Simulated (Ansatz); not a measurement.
**One shape, several levels: SnH3O (SMILES [OH][SnH2])**

Wanted: a comparison of 6 runs (UHF/STO-3G, U-r2SCAN/STO-3G, UBHLYP/STO-3G, UCAM-B3LYP/STO-3G, UCCSDT/STO-3G, UCCSD(T)/STO-3G) of SnH3O. 

The calculation is run with Ansatz 0.2.0.

58 further runs of the same task are left out: 7 that didn't finish, 51 set aside as unsound or not needed.

**1. The molecule**

SnH3O: 5 atoms, total charge 0, spin state doublet. As SMILES, `[OH][SnH2]`. The H5–Sn2 distance was set to 3.445 Å, away from the relaxed value. At this shape a bond of the SMILES string is far longer than usual.

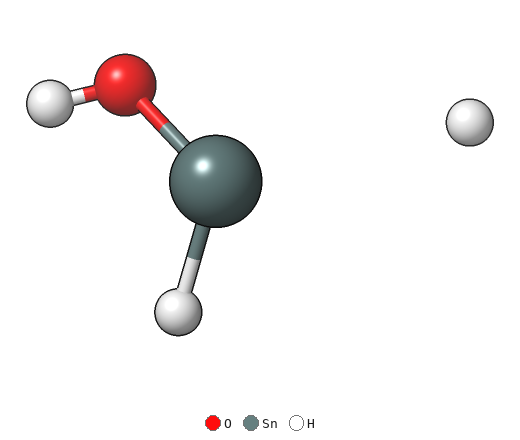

Viewed from a chosen angle; oxygen red, tin teal, hydrogen white.

**2. A single-point energy at UHF/STO-3G (run 1)**

Input file run.yaml:

```yaml
crystal:
  periodic: [false, false, false]
  atoms:
    - {symbol: O, position_ang: [0.335597, -2.344513, 0.381296]}
    - {symbol: Sn, position_ang: [-0.267303, -1.302813, -1.186104]}
    - {symbol: H, position_ang: [-0.003203, -3.242913, 0.392596]}
    - {symbol: H, position_ang: [-1.978603, -1.550313, -1.326504]}
    - {symbol: H, position_ang: [0.476300, 1.920400, -0.224900]}
basis:
  gaussian:
    orbitals: STO-3G
magnetization:
  spin_polarized: true
  initial_magnetization: 1
hamiltonian:
  xc: hf
accuracy: high
```

Started as:

```
$ ansatz run run.yaml --threads 1 --pin off --max-ram 2610MiB --events-out events.jsonl --progress --plain --runs-dir runs
```

Log:

```text
Warning: RAYON_NUM_THREADS=1 ignored (pool sized by the plan → 1); use --threads N
Functional definition: HF
  name "HF"
  exchange = exact_x
  correlation = 0
634 factors; integrals over basis functions are off by at most 4.9e-9 eV
mean field evaluation 1: about -164313.6940 eV, gradient 1.7e1 eV
mean field evaluation 2: about -164313.7517 eV, gradient 1.7e1 eV
mean field evaluation 4: about -164320.8127 eV, gradient 5.0e0 eV
mean field evaluation 8: about -164321.5707 eV, gradient 3.0e-1 eV
mean field evaluation 16: about -164321.6020 eV, gradient 1.2e-6 eV
mean field evaluation 32: about -164321.5326 eV, gradient 5.0e-1 eV
mean field evaluation 64: about -164312.8699 eV, gradient 1.1e1 eV
mean field evaluation 96: about -164319.1981 eV, gradient 2.2e0 eV
mean field evaluation 128: about -164319.5620 eV, gradient 4.1e0 eV
mean field -164321.60200298 eV, -6038.7074924271 hartree, gradient 2.2e-8 eV, S^2 1.079000; 2 other end points of the search recorded, 0 dependent functions left out
reference -164321.60200298 eV, -6038.7074924271 hartree; 31, 30 occupied and 4, 5 virtual orbitals, 634 factors
Total energy: -164321.60200298 eV, -6038.7074924271 hartree
```

It took 1.3 s on 1 thread of Arm Neoverse V2, shared host; peak memory 0.1 GiB.

**3. A single-point energy at U-r2SCAN/STO-3G (run 2)**

Input file input.yaml:

```yaml
crystal:
  periodic: [false, false, false]
  atoms:
    - symbol: O
      position_ang: [0.335597, -2.344513, 0.381296]
    - symbol: Sn
      position_ang: [-0.267303, -1.302813, -1.186104]
    - symbol: H
      position_ang: [-0.003203, -3.242913, 0.392596]
    - symbol: H
      position_ang: [-1.978603, -1.550313, -1.326504]
    - symbol: H
      position_ang: [0.476300, 1.920400, -0.224900]
basis:
  gaussian: {orbitals: STO-3G}
magnetization: {spin_polarized: true, initial_magnetization: 1}
hamiltonian: {xc: {name: r2SCAN}}
accuracy: high
```

Started as:

```
$ ansatz run input.yaml --threads 1 --pin off --max-ram 2610MiB --events-out events.jsonl --progress --plain --runs-dir runs
```

Log:

```text
Warning: RAYON_NUM_THREADS=1 ignored (pool sized by the plan → 1); use --threads N
Functional definition: r2SCAN
  name "r2SCAN"
  parameter k0 = 0.174
  parameter k1 = 0.065
  parameter a1 = 4.9479
  exchange = r2scan_x(k0 = k0, k1 = k1, a1 = a1)
  correlation = r2scan_c
634 factors; integrals over basis functions are off by at most 4.9e-9 eV
mean field evaluation 1: about -164382.6440 eV, gradient 1.7e1 eV
mean field evaluation 2: about -164364.6013 eV, gradient 4.2e1 eV
mean field evaluation 4: about -164382.6532 eV, gradient 8.9e0 eV
mean field evaluation 8: about -164390.8917 eV, gradient 1.5e0 eV
mean field evaluation 16: about -164390.9444 eV, gradient 7.4e-2 eV
mean field evaluation 32: about -164390.9447 eV, gradient 9.7e-8 eV
mean field -164390.94471362 eV, -6041.2557900411 hartree, gradient 9.7e-8 eV, S^2 0.817140; 2 other end points of the search recorded, 0 dependent functions left out
reference -164390.94471474 eV, -6041.2557900824 hartree; 31, 30 occupied and 4, 5 virtual orbitals, 634 factors
Total energy: -164390.94471474 eV, -6041.2557900824 hartree
```

Run time: 11 s. Hardware: 1 thread of Arm Neoverse V2, shared host; peak memory 0.25 GiB.

Runs 3 to 5 aren't shown in full; the table further down has their settings and results.

**4. A single-point energy at UCCSD(T)/STO-3G (run 6)**

Changes to run.yaml since step 2:

```diff
@@ -14,4 +14,7 @@
   initial_magnetization: 1
-hamiltonian:
-  xc: hf
+correlation:
+  method: ccsd_t
+  frozen_orbitals: {H: 0, O: 1, Sn: 18}
 accuracy: high
+scf:
+  omitted_lower_state_checks: [cluster_reference, increment]
```

Started as:

```
$ ansatz run run.yaml --threads 1 --pin off --max-ram 2610MiB --events-out events.jsonl --progress --plain --runs-dir runs
```

Log:

```text
Warning: RAYON_NUM_THREADS=1 ignored (pool sized by the plan → 1); use --threads N
[... 14 lines left out ...]
19 core orbitals not correlated: weight in the atoms' cores, before any rotation towards them, 1.000 or more for the frozen orbitals, at most 0.000 for the correlated occupied ones
[... 42 lines left out ...]
Total energy: -164324.14577595 eV, -6038.8009743595 hartree
Checks for a lower state left out: cluster_reference, increment
```

Run time: 1.8 s. Hardware: 1 thread of Arm Neoverse V2, shared host; peak memory 0.12 GiB.

**5. The series**

| run | level | frozen core orbitals | energy (Eh) | ⟨S²⟩ | wall time |
| --- | --- | --- | --- | --- | --- |
| 1 | UHF/STO-3G | – | -6038.707492 | 1.079 | 1.3 s |
| 2 | U-r2SCAN/STO-3G | – | -6041.255790 | 0.817 | 11 s |
| 3 | UBHLYP/STO-3G | – | -6041.247151 | 0.819 | 3.9 s |
| 4 | UCAM-B3LYP/STO-3G | – | -6041.242079 | 0.798 | 4.5 s |
| 5 | UCCSDT/STO-3G | 19 | -6038.801845 | 1.079 | 3.6 s |
| 6 | UCCSD(T)/STO-3G | 19 | -6038.800974 | 1.079 | 1.8 s |

**6. Outcome**

```
                                           quantity           value
                                run 6: total energy  -6038.80097 Eh
run 6: correlation energy (19 core orbitals frozen)       -93.5 mEh
                              run 6: (T) correction       -3.74 mEh
           run 6: ⟨S²⟩ of the reference determinant           1.079
                               run 6: T1 diagnostic           0.052
```

Below the UHF energy at the same shape and in the same basis (STO-3G): UCCSDT -94.4 mEh; UCCSD(T) -93.5 mEh. Totals of different functionals can't be ranked against each other. In runs 1, 2, 3, 4, 5, 6 the basis is minimal, so the values are rough. In runs 1, 2, 3, 4, 5, 6 relativity is left out where basis or elements ask for it. Spin contamination of the reference: run 1 ⟨S²⟩ = 1.08, run 5 ⟨S²⟩ = 1.08, run 6 ⟨S²⟩ = 1.08. All runs together took 26 s, the longest 11 s.
